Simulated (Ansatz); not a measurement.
**AlClH4N2···H2: density, localisation and related maps**

The calculation's input:

```
crystal:
  periodic: [false, false, false]
  atoms:
    - { symbol: Al, position_ang: [-0.014206, -0.159231, -0.054536] }
    - { symbol: Cl, position_ang: [-0.057173, -0.395206, 2.130461] }
    - { symbol: "N", position_ang: [1.555998, 0.005775, -0.849676] }
    - { symbol: H, position_ang: [1.706985, -0.075792, -1.848635] }
    - { symbol: H, position_ang: [2.43518, 0.09672, -0.355915] }
    - { symbol: "N", position_ang: [-1.567153, -0.234745, -0.896799] }
    - { symbol: H, position_ang: [-2.445433, -0.437532, -0.436293] }
    - { symbol: H, position_ang: [-1.708399, -0.059546, -1.883611] }
    - { symbol: H, position_ang: [0.160616, 2.472972, 0.767176] }
    - { symbol: H, position_ang: [0.087985, 2.051684, 1.332827] }
basis:
  gaussian: { orbitals: "6-31G*" }
hamiltonian:
  xc: b3lyp
  dispersion: d4
relax:
  f_tol: 0.03
  max_steps: 50
output:
  orbitals: {}
```

Command:

```sh
ansatz run input.yaml --threads 1 --pin off --max-ram 2048MiB --backend cpu --events-out ev --progress --plain --runs-dir out
```

The fields are those of the run's last geometry, not of the input's.

Level of theory: Ansatz 0.2.0, RKS B3LYP-D4/6-31G*.

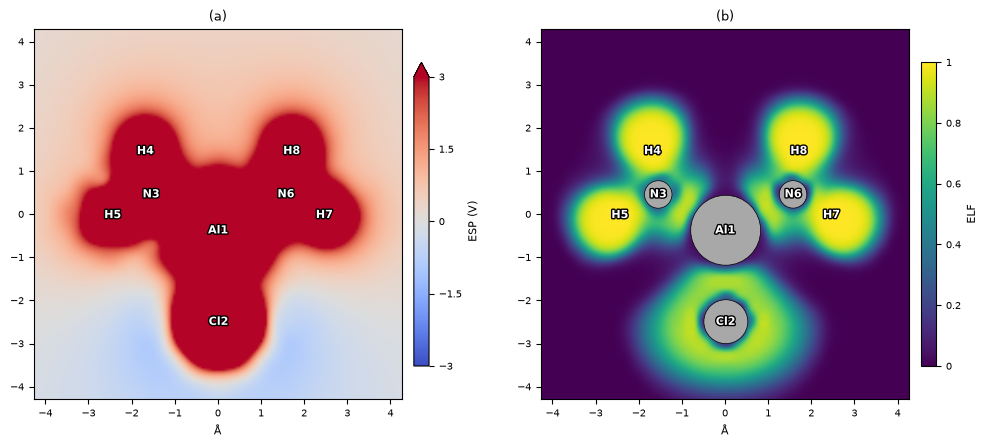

Figure 1. (a) electrostatic potential; (b) electron localisation function on the plane of atoms H7, N6 and H8. Grey discs cover the atomic cores in the ELF map.

Q: Read the bonding off the picture.

A: Atoms in the plane: Al, Cl, N and H.
Al–N (1.77 Å): the ELF peaks at about 0.90 in the valence shell of N, 0.7 Å from its nucleus, and is about 0.60 at the midpoint.
Al–Cl (2.12 Å): the ELF peaks at about 0.85 in the valence shell of Cl, 1.0 Å from its nucleus, and is about 0.80 at the midpoint.
N–H (1.01 Å): the ELF climbs to about 1 towards the hydrogen, as it does in any bond to H: an ordinary covalent bond to hydrogen.
The ELF also peaks beside Cl2, away from the bonds: lone-pair regions.
Outside the dense part of the complex the potential is most negative (−0.9 V) near Cl2.

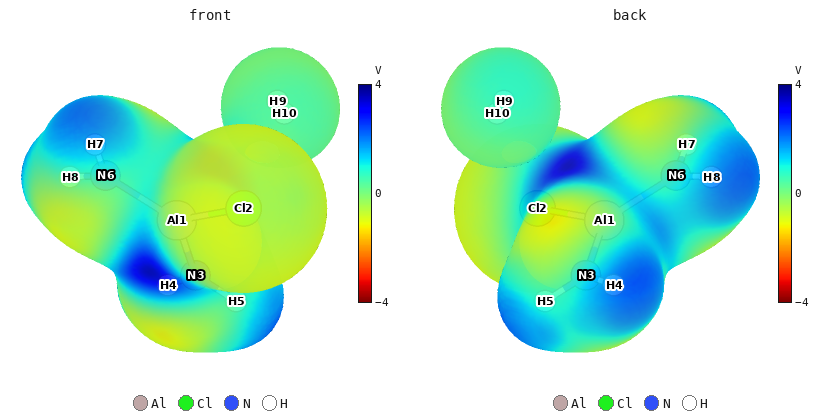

Figure 2. The electrostatic potential painted on the density surface at 0.004 e/bohr³, seen from the front and from behind; red is negative and blue positive.

Q: Where is the surface potential most negative and most positive?

A: The most negative region (about −1.1 V) lies over N3 and N6, the most positive (about +3.2 V) over Al1.

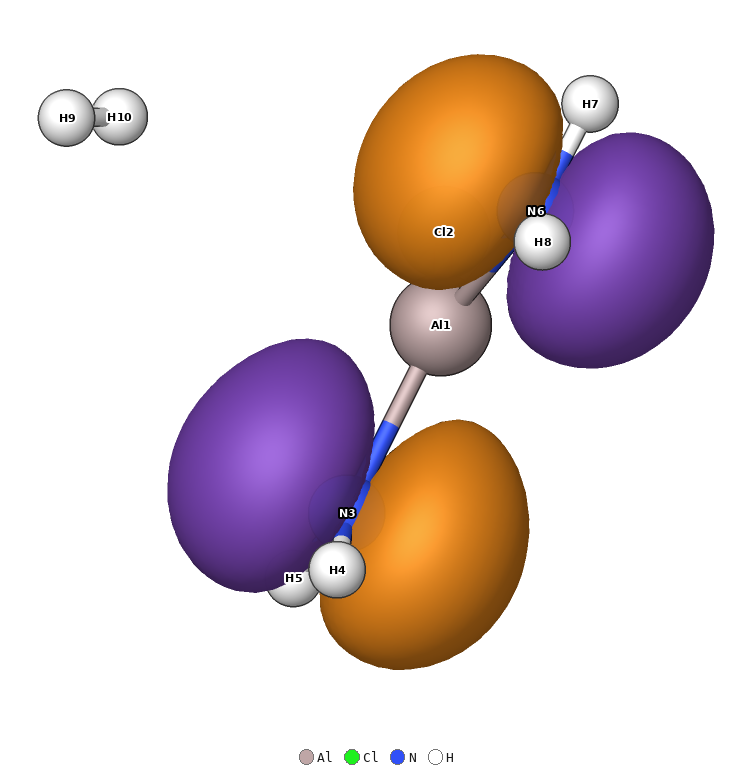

Figure 3. The HOMO at ±0.1 Å⁻³ᐟ² (orange and purple are the two phases), seen at an oblique angle.

Q: Describe this orbital and give its energy.

A: By Hirshfeld shares it lies mainly on N6 (about 40 %) and N3 (about 40 %); largely a combination of lone pairs on N6 and N3. Its energy is −6.62 eV.
